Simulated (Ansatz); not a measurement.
# One shape, several levels: triplet C2Si

Aim: a comparison of 6 runs (U-wB97X/STO-3G, UBLYP/STO-3G, UHSE06/STO-3G, UPBE0/STO-3G, UCCSDT(Q)/STO-3G, UCCSDT/STO-3G) of triplet C2Si. 

The calculation is run with Ansatz 0.2.0.

53 further runs of the same task are left out: 16 that didn't finish, 37 set aside as unsound or not needed.

## Step 1: The system as given

C2Si: 3 atoms, total charge 0, spin state triplet. Geometry: relaxed at GFN2-xTB. That shape belongs to the parent species and isn't relaxed for this state.

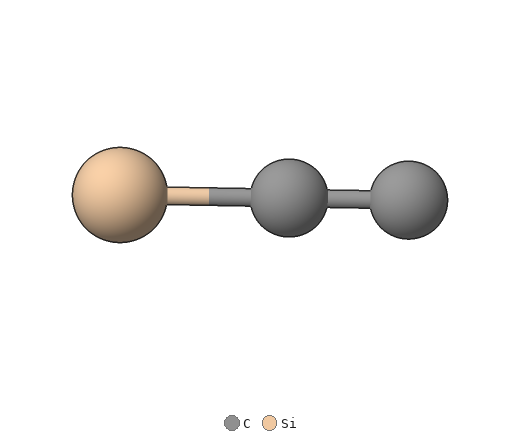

The structure, seen from a chosen angle (carbon grey, silicon light orange).

## Step 2: The energy at U-wB97X/STO-3G (run 1)

job.yaml

```yaml
basis:
  gaussian: {orbitals: STO-3G}
crystal:
  periodic: [false, false, false]
  atoms:
    - {symbol: C, position_ang: [-1.111830, 0.737510, -0.522770]}
    - {symbol: C, position_ang: [-0.135170, 0.089220, -0.063600]}
    - {symbol: Si, position_ang: [1.247000, -0.826740, 0.586370]}
magnetization: {spin_polarized: true, initial_magnetization: 2}
hamiltonian: {xc: {name: wB97X}}
accuracy: high
```

Launch:

```sh
$ ansatz run job.yaml --threads 1 --pin off --max-ram 2610MiB --events-out events.jsonl --progress --plain --runs-dir runs
```

Standard output:

```text
Warning: RAYON_NUM_THREADS=1 ignored (pool sized by the plan → 1); use --threads N
Functional definition: wB97X
  name "wB97X"
  parameter omega = 0.3/bohr
  parameter cx = 0.157706
  parameter cx1 = 0.726479
  parameter cx2 = 1.04760
  parameter cx3 = -5.70635
  parameter cx4 = 13.2794
  parameter css1 = -4.33879
  parameter css2 = 18.2308
  parameter css3 = -31.7430
  parameter css4 = 17.2901
  parameter cos1 = 2.37031
  parameter cos2 = -11.3995
  parameter cos3 = 6.58405
  parameter cos4 = -3.78132
  exchange = spin_sum(e_x_unif_sr(omega)*poly(b97_u_x, 1 - cx, cx1, cx2, cx3, cx4)) + cx*exact_x_sr(omega)
      + exact_x_lr(omega)
  correlation = spin_sum(e_c_pw_same_spin*poly(b97_u_same, 1, css1, css2, css3, css4))
      + integral(e_c_pw_opposite_spin*poly(b97_u_opposite, 1, cos1, cos2, cos3, cos4))
326 factors; integrals over basis functions are off by at most 1.6e-8 eV
131 factors; integrals over basis functions are off by at most 1.8e-9 eV
mean field evaluation 1: about -9820.8691 eV, gradient 2.0e1 eV
mean field evaluation 2: about -9816.5171 eV, gradient 3.2e1 eV
mean field evaluation 4: about -9825.2095 eV, gradient 3.1e0 eV
mean field evaluation 8: about -9825.5157 eV, gradient 3.1e-1 eV
mean field evaluation 16: about -9825.4671 eV, gradient 2.4e-4 eV
mean field evaluation 32: about -9825.4671 eV, gradient 2.8e-5 eV
mean field -9825.46705283 eV, -361.0792542506 hartree, gradient 7.3e-8 eV, S^2 2.095199; 1 other end points of the search recorded, 0 dependent functions left out
reference -9825.46705175 eV, -361.0792542110 hartree; 14, 12 occupied and 5, 7 virtual orbitals, 326 factors
Total energy: -9825.46705175 eV, -361.0792542110 hartree
```

Wall time 36 s (1 thread of Arm Neoverse V2, shared host); peak memory 0.33 GiB.

## Step 3: The energy at UBLYP/STO-3G (run 2)

run.yaml

```yaml
crystal:
  periodic: [false, false, false]
  atoms:
    - symbol: C
      position_ang: [-1.111830, 0.737510, -0.522770]
    - symbol: C
      position_ang: [-0.135170, 0.089220, -0.063600]
    - symbol: Si
      position_ang: [1.247000, -0.826740, 0.586370]
basis:
  gaussian: {orbitals: STO-3G}
magnetization: {spin_polarized: true, initial_magnetization: 2}
hamiltonian: {xc: {name: BLYP}}
accuracy: high
```

Launch:

```sh
$ ansatz run run.yaml --threads 1 --pin off --max-ram 2610MiB --events-out events.jsonl --progress --plain --runs-dir runs
```

Standard output (excerpt; [...] marks lines left out):

```text
Warning: RAYON_NUM_THREADS=1 ignored (pool sized by the plan → 1); use --threads N
Functional definition: BLYP
  name "BLYP"
[...]
326 factors; integrals over basis functions are off by at most 1.6e-8 eV
[...]
mean field -9824.93775722 eV, -361.0598029957 hartree, gradient 3.7e-8 eV, S^2 2.019495; 7 other end points of the search recorded, 0 dependent functions left out
reference -9824.93778932 eV, -361.0598041755 hartree; 14, 12 occupied and 5, 7 virtual orbitals, 326 factors
Total energy: -9824.93778932 eV, -361.0598041755 hartree
```

Wall time 32 s (1 thread of Arm Neoverse V2, shared host); peak memory 0.11 GiB.

## Step 4: A single-point energy at UHSE06/STO-3G (run 3)

molecule.yaml

```yaml
basis:
  gaussian:
    orbitals: STO-3G
crystal:
  periodic: [false, false, false]
  atoms:
    - {symbol: C, position_ang: [-1.111830, 0.737510, -0.522770]}
    - {symbol: C, position_ang: [-0.135170, 0.089220, -0.063600]}
    - {symbol: Si, position_ang: [1.247000, -0.826740, 0.586370]}
magnetization:
  spin_polarized: true
  initial_magnetization: 2
hamiltonian:
  xc: {name: HSE06}
accuracy: high
```

Launch:

```sh
$ ansatz run molecule.yaml --threads 1 --pin off --max-ram 2610MiB --events-out events.jsonl --progress --plain --runs-dir runs
```

Standard output:

```text
Warning: RAYON_NUM_THREADS=1 ignored (pool sized by the plan → 1); use --threads N
Functional definition: HSE06
  name "HSE06"
  parameter a = 0.25
  parameter omega = 0.11/bohr
  exchange = pbe_x - a*pbe_x_sr(omega) + a*exact_x_sr(omega)
  correlation = pbe_c
326 factors; integrals over basis functions are off by at most 1.6e-8 eV
54 factors; integrals over basis functions are off by at most 5.8e-10 eV
mean field evaluation 1: about -9812.9927 eV, gradient 2.7e1 eV
mean field evaluation 2: about -9734.0929 eV, gradient 7.2e1 eV
mean field evaluation 4: about -9819.7086 eV, gradient 1.2e1 eV
mean field evaluation 8: about -9820.5544 eV, gradient 1.1e-1 eV
mean field evaluation 16: about -9820.5096 eV, gradient 3.8e-5 eV
mean field evaluation 32: about -9820.5096 eV, gradient 1.7e-3 eV
mean field evaluation 64: about -9820.5096 eV, gradient 2.2e-8 eV
mean field -9820.50955383 eV, -360.8970695230 hartree, gradient 3.7e-10 eV, S^2 2.068261; 6 other end points of the search recorded, 0 dependent functions left out
reference -9820.50955538 eV, -360.8970695796 hartree; 14, 12 occupied and 5, 7 virtual orbitals, 326 factors
Total energy: -9820.50955538 eV, -360.8970695796 hartree
```

Run time: 31 s. Hardware: 1 thread of Arm Neoverse V2, shared host; peak memory 0.12 GiB.

Runs 4 to 5 aren't shown in full; the table further down has their settings and results.

## Step 5: A single-point energy at UCCSDT/STO-3G (run 6)

in.yaml

```yaml
crystal:
  periodic: [false, false, false]
  atoms:
    - symbol: C
      position_ang: [-1.111830, 0.737510, -0.522770]
    - symbol: C
      position_ang: [-0.135170, 0.089220, -0.063600]
    - symbol: Si
      position_ang: [1.247000, -0.826740, 0.586370]
basis:
  gaussian:
    orbitals: STO-3G
magnetization:
  spin_polarized: true
  initial_magnetization: 2
correlation:
  method: ccsdt
  frozen_orbitals: {C: 1, Si: 5}
accuracy: high
scf:
  omitted_lower_state_checks: [cluster_reference, increment]
```

Launch:

```sh
$ ansatz run in.yaml --threads 1 --pin off --max-ram 2610MiB --events-out events.jsonl --progress --plain --runs-dir runs
```

Standard output:

```text
Warning: RAYON_NUM_THREADS=1 ignored (pool sized by the plan → 1); use --threads N
[... 19 lines left out ...]
7 core orbitals not correlated: weight in the atoms' cores, before any rotation towards them, 1.000 or more for the frozen orbitals, at most 0.000 for the correlated occupied ones
[... 41 lines left out ...]
Total energy: -9805.28654590 eV, -360.3376342999 hartree
Checks for a lower state left out: cluster_reference, increment
```

Run time: 1.8 s. Hardware: 1 thread of Arm Neoverse V2, shared host.

## Step 6: All runs side by side

```csv
run,level,frozen core orbitals,energy (Eh),⟨S²⟩,wall time
1,U-wB97X/STO-3G,–,-361.079254,2.095,36 s
2,UBLYP/STO-3G,–,-361.059804,2.019,32 s
3,UHSE06/STO-3G,–,-360.897070,2.068,31 s
4,UPBE0/STO-3G,–,-360.907104,2.070,4.2 s
5,UCCSDT(Q)/STO-3G,7,-360.338919,2.696,3.3 s
6,UCCSDT/STO-3G,7,-360.337634,2.696,1.8 s
```

## Step 7: Summary of results

```
                                          quantity          value
                               run 6: total energy  -360.33763 Eh
run 6: correlation energy (7 core orbitals frozen)     -154.1 mEh
          run 6: ⟨S²⟩ of the reference determinant          2.696
                              run 6: T1 diagnostic          0.075
```

**Reading.** Totals of different functionals can't be ranked against each other. In runs 1, 2, 3, 4, 5, 6 the basis is minimal, so the values are rough. Spin contamination of the reference: run 5 ⟨S²⟩ = 2.70, run 6 ⟨S²⟩ = 2.70. Where it is this large, the reference is a mixture of spin states, and values that rest on it are in doubt. All runs together took 1.8 min, the longest 36 s.
